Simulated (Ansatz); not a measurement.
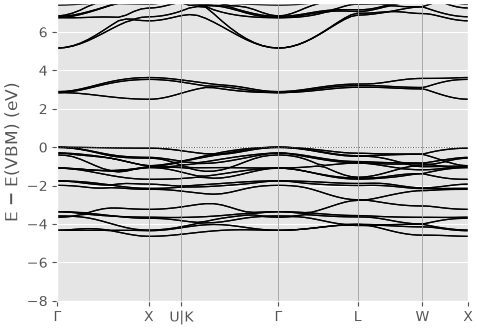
Fig. 1. Band structure from r²SCAN with spin–orbit coupling in the plane-wave PAW code Ansatz

**Question.** Read off the gap and where the band edges lie.

**Answer.** About 2.5 eV (2.50 eV by a search for the band edges); maximum at Γ, minimum at X.

The material is Ba2CaMoO6 in space group Fm-3m (No. 225; Ba on 8c, Ca on 4a, Mo on 4b, O on 24e).

The workflow started from a Materials Project entry (that database holds measured and hypothetical structures alike); the Crystallography Open Database files this formula in space group No. 225, but the cells were not matched. Whether it is the stable phase at ambient conditions was not checked. Symmetry was held in the r²SCAN relaxation; whether a distortion lowers the energy is not shown. No spin polarisation was allowed. No Hubbard U is applied.

Potentials: the later of the program's two PAW sets.
